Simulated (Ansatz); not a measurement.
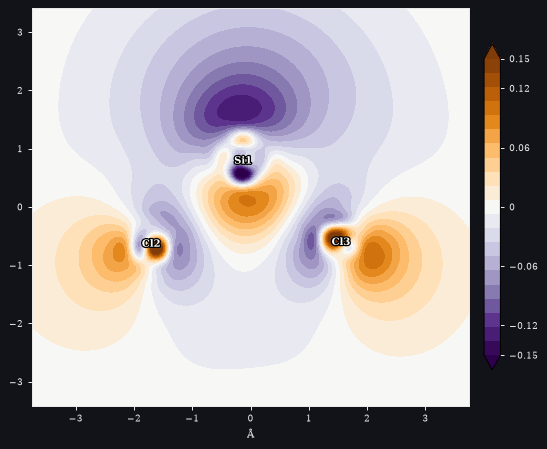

The picture shows: Cl2Si···H2O. The LUMO on the plane of atoms Cl2, Si1 and Cl3 (values in Å⁻³ᐟ²; the overall sign is arbitrary).

All numbers below come from RKS LDA/def2-SVPD (Ansatz 0.2.0).

```xyz
6

Si    0.1280   -1.2573    0.0797
Cl    1.7222   -0.8673   -1.2718
Cl   -1.5144   -0.5179   -1.1593
H    -0.2481    0.8185    1.5847
O     0.2278    0.6925    0.7361
H    -0.3155    1.1314    0.0306
```

Q: Where does this orbital lie, and at what energy?

A: By Hirshfeld shares it lies mainly on Si1 (about 55 %), H4 (about 15 %), O5 (about 10 %), Cl3 (about 10 %) and Cl2 (about 10 %). Its energy is −2.26 eV.
